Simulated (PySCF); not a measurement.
**CH7O2PSi2: one change and its effect**

System: CH7O2PSi2.
Method of run 1: TDDFT LDA/def2-SVPD, vertical, gas phase, core orbitals frozen in the response (PySCF 2.14.0).

The geometry comes from this level: PBE0-D3(BJ)/def2-SVP. Text and figures count atoms from 1; the logs count them from 0 in places.

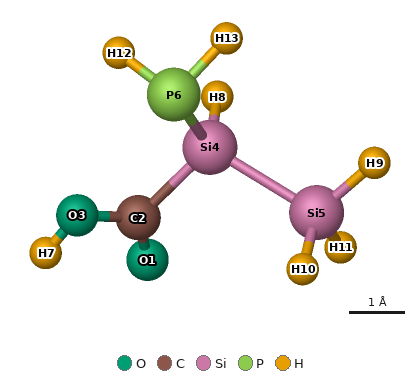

**Figure 1.** The structure as given in the input (ball-and-stick view, seen at a tilt; atoms are numbered from 1 in the order of the input). Bond lengths as drawn: C–O 1.20 to 1.34 Å, C–Si 1.93 Å, H–O 0.97 Å, H–P 1.43 Å, H–Si 1.49 to 1.50 Å, P–Si 2.26 Å and Si–Si 2.34 Å.

**Input file, run 1**
```
{"job": {"kind": "uv", "xc": "LDA", "basis": "def2-SVPD", "ip": true}, "charge": 0, "multiplicity": 1}
O      1.623209    -1.840748     0.784170
C      1.498627    -0.792528     0.206263
O      2.408180    -0.327748    -0.660587
Si    -0.032213     0.364681     0.441746
Si    -1.913778    -0.981982     0.086609
P      0.052558     2.015508    -1.105699
H      3.122398    -0.988482    -0.706092
H      0.034300     0.838436     1.858603
H     -3.151553    -0.146955     0.170293
H     -1.821725    -1.575882    -1.281779
H     -1.972766    -2.070168     1.106013
H      1.121595     2.702474    -0.452782
H     -0.963158     2.786434    -0.457093
```

The first line tells a small driver script what to run in PySCF; the rest is the geometry in Å.

Command:
```bash
OMP_NUM_THREADS=1 python <driver script> task.json out
```

Hardware: 1 CPU thread, shared host.

**Output (run 1)**
```
coarse grid: 12472 points
cycle   1  E = -1107.3760179959  dE =  4.805e-01  |g| = 8.887e-01  |ddm| = 4.465e+00
cycle   2  E = -1106.3376451449  dE =  1.038e+00  |g| = 2.344e+00  |ddm| = 3.329e+00
cycle   3  E = -1107.4591774682  dE = -1.122e+00  |g| = 5.913e-01  |ddm| = 2.831e+00
cycle   4  E = -1107.5259867958  dE = -6.681e-02  |g| = 1.695e-01  |ddm| = 6.756e-01
cycle   5  E = -1107.5309788744  dE = -4.992e-03  |g| = 4.598e-02  |ddm| = 2.168e-01
cycle   6  E = -1107.5315784173  dE = -5.995e-04  |g| = 1.317e-02  |ddm| = 1.090e-01
cycle   7  E = -1107.5316359184  dE = -5.750e-05  |g| = 3.730e-03  |ddm| = 3.306e-02
cycle   8  E = -1107.5316406246  dE = -4.706e-06  |g| = 9.077e-04  |ddm| = 8.613e-03
final grid: 107008 points
cycle   9  E = -1107.6831573256  dE = -2.102e-05  |g| = 2.413e-03  |ddm| = 6.035e-02
cycle  10  E = -1107.6831545294  dE =  2.796e-06  |g| = 4.251e-03  |ddm| = 8.164e-03
cycle  11  E = -1107.6831585596  dE = -4.030e-06  |g| = 9.112e-04  |ddm| = 5.358e-03
cycle  12  E = -1107.6831586330  dE = -7.347e-08  |g| = 6.954e-04  |ddm| = 1.462e-03
cycle  13  E = -1107.6831587331  dE = -1.000e-07  |g| = 1.142e-04  |ddm| = 6.231e-04
cycle  14  E = -1107.6831587367  dE = -3.568e-09  |g| = 2.824e-05  |ddm| = 2.142e-04
cycle  15  E = -1107.6831587369  dE = -2.171e-10  |g| = 6.102e-06  |ddm| = 5.203e-05
converged SCF energy = -1107.6831587369

Static polarisability (au): isotropic 114.506, principal 92.785 119.195 131.537

Singlet excitations
state   eV       nm        f      main configurations
  1   4.4920    276.0   0.00073   H->L 0.73, H-1->L 0.26
  2   4.7711    259.9   0.00182   H-1->L 0.73, H->L 0.26
  3   5.3119    233.4   0.03379   H-2->L 0.84, H->L+1 0.11
  4   5.4401    227.9   0.01663   H->L+1 0.73, H-2->L 0.09, H-1->L+1 0.09
  5   5.5909    221.8   0.01212   H-1->L+1 0.64, H->L+2 0.31
  6   5.6407    219.8   0.01021   H->L+2 0.45, H-1->L+2 0.21, H-1->L+1 0.19
  7   5.8258    212.8   0.02139   H-1->L+2 0.43, H->L+3 0.39
  8   5.8643    211.4   0.03405   H->L+3 0.55, H-1->L+2 0.24
  9   6.0268    205.7   0.01550   H-1->L+3 0.93
 10   6.1787    200.7   0.01344   H->L+4 0.52, H-3->L 0.15, H-2->L+1 0.15

Triplet excitations (Tamm-Dancoff, eV): 4.2010 4.4827 4.9956 5.1860
Vertical ionisation energy (delta-SCF) = 9.2765 eV
Vertical electron affinity (delta-SCF) = -0.3234 eV
```

For run 2 the input was changed thus:
```diff
-"xc": "LDA"
+"xc": "BHandHLYP"
```

How does run 2 compare with run 1?

The total energies belong to different methods, so their difference says nothing on which is more stable or more accurate. The HOMO goes from −6.63 to −8.76 eV. The LUMO goes from −2.24 to 0.10 eV. The dipole moment goes from 1.26 to 1.46 D. The lowest excitation goes from 4.49 to 5.25 eV. The strongest computed line goes from 5.86 to 7.40 eV. The functional changes from LDA to BHandHLYP. Exact exchange removes part of the self-interaction error of semilocal functionals, which pushes filled and empty levels apart. The SCF takes 13 iterations against 15.

**Output (run 2)**
```
coarse grid: 12472 points
cycle   1  E = -1112.3516672157  dE =  4.747e-01  |g| = 8.203e-01  |ddm| = 4.190e+00
cycle   2  E = -1112.2403293902  dE =  1.113e-01  |g| = 1.164e+00  |ddm| = 1.670e+00
cycle   3  E = -1112.4900159242  dE = -2.497e-01  |g| = 1.507e-01  |ddm| = 9.981e-01
cycle   4  E = -1112.4938653867  dE = -3.849e-03  |g| = 6.551e-02  |ddm| = 2.005e-01
cycle   5  E = -1112.4947134121  dE = -8.480e-04  |g| = 8.114e-03  |ddm| = 7.409e-02
cycle   6  E = -1112.4947355232  dE = -2.211e-05  |g| = 2.249e-03  |ddm| = 1.909e-02
cycle   7  E = -1112.4947376651  dE = -2.142e-06  |g| = 9.784e-04  |ddm| = 7.333e-03
final grid: 107008 points
cycle   8  E = -1112.5925044142  dE = -7.808e-06  |g| = 1.552e-03  |ddm| = 3.141e-02
cycle   9  E = -1112.5925042530  dE =  1.612e-07  |g| = 2.041e-03  |ddm| = 5.153e-03
cycle  10  E = -1112.5925050878  dE = -8.349e-07  |g| = 2.716e-04  |ddm| = 2.036e-03
cycle  11  E = -1112.5925051068  dE = -1.893e-08  |g| = 1.347e-04  |ddm| = 5.152e-04
cycle  12  E = -1112.5925051120  dE = -5.248e-09  |g| = 2.867e-05  |ddm| = 2.816e-04
cycle  13  E = -1112.5925051123  dE = -2.642e-10  |g| = 1.489e-05  |ddm| = 4.987e-05
converged SCF energy = -1112.5925051123

Static polarisability (au): isotropic 103.421, principal 85.688 105.622 118.953

Singlet excitations
state   eV       nm        f      main configurations
  1   5.2471    236.3   0.00275   H-2->L 0.44, H-1->L 0.31
  2   6.4818    191.3   0.03764   H->L+1 0.48, H->L+2 0.25
  3   6.6152    187.4   0.00947   H->L 0.73, H-1->L 0.12
  4   6.9655    178.0   0.05849   H->L+2 0.38, H->L+1 0.26, H-2->L 0.09
  5   7.0172    176.7   0.02947   H-1->L 0.33, H-2->L 0.28
  6   7.0866    175.0   0.07386   H->L+4 0.25, H->L+2 0.12, H-1->L+1 0.10
  7   7.2769    170.4   0.04654   H->L+3 0.60
  8   7.3960    167.6   0.25898   H-1->L+1 0.29, H->L+4 0.17, H->L+6 0.11
  9   7.5304    164.6   0.11080   H-1->L+1 0.23, H-1->L+3 0.19, H-2->L+3 0.13
 10   7.5793    163.6   0.02647   H-2->L+1 0.55, H-1->L+3 0.11

Triplet excitations (Tamm-Dancoff, eV): 4.5962 5.6612 5.7329 5.7922
Vertical ionisation energy (delta-SCF) = 9.7233 eV
```

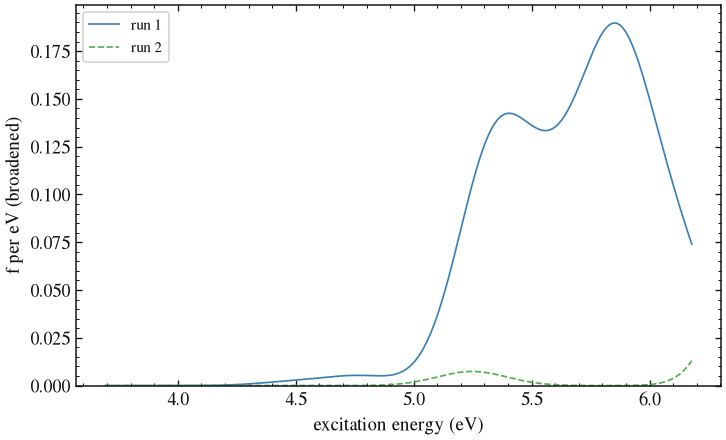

**Figure 2.** Absorption of the two runs from their computed states, each broadened by a Gaussian of 0.35 eV full width; the range ends where the shorter list of states ends.

**The two runs side by side**

| quantity | run 1 | run 2 |
| --- | --- | --- |
| outcome | converged | converged |
| total energy (hartree) | −1107.683159 | −1112.592505 |
| HOMO (eV) | −6.63 | −8.76 |
| LUMO (eV) | −2.24 | 0.10 |
| dipole moment (D) | 1.26 | 1.46 |
| lowest excitation (eV) | 4.49 | 5.25 |
| SCF iterations | 15 | 13 |
| strongest computed line (eV) | 5.86 | 7.40 |
| basis functions | 194 | 194 |
| wall time (shared host) | 2.4 min | 2.9 min |
